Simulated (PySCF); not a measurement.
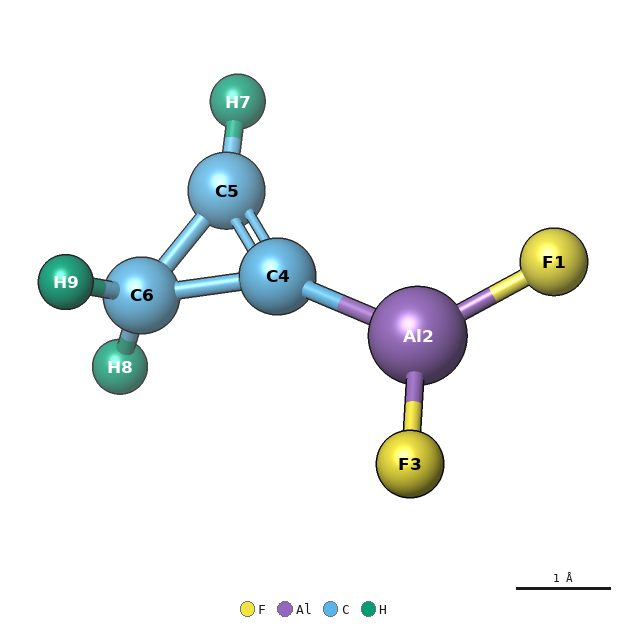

Orthographic view. Depth is shown by fading: the farther an atom, the more it takes the colour of the background. Computed geometry: PBE0-D3(BJ)/def2-SVP optimisation. No frequency run is at hand to confirm it as a minimum.

Give the geometry as a Z-matrix, atoms in numerical order, with these reference atoms: 2 to 1; 3 to 2, 1; 4 to 2, 3, 1; 5 to 4, 2, 3; 6 to 5, 4, 2; 7 to 5, 4, 6; 8 to 6, 5, 7; 9 to 6, 8, 5.

```
F  
Al   1   1.655
F    2   1.654   1   116.6
C    2   1.895   3   121.6   1  -179.9
C    4   1.311   2   149.4   3   175.5
C    5   1.476   4    66.3   2  -179.3
H    5   1.089   4   147.3   6   179.1
H    6   1.100   5   120.0   7    75.7
H    6   1.100   8   113.3   5   151.4
```
